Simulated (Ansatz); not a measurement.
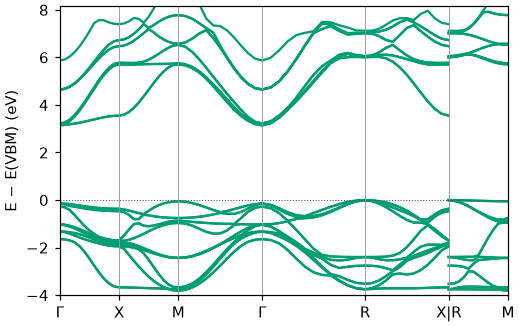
Figure. Band structure from plane-wave PAW PBEsol with spin–orbit coupling (Ansatz code)

### Question
Read off the gap and where the band edges lie.

### Answer
About 3.1 eV (3.14 eV by a search for the band edges); maximum at R, minimum at Γ.

The material is BaZrO$_{3}$ (cubic perovskite, space group No. 221).

Space group Pm-3m (cubic perovskite). The cell was relaxed with PBEsol under the symmetry of its start. No spin polarisation was allowed.

Potentials: the later of the program's two PAW sets.
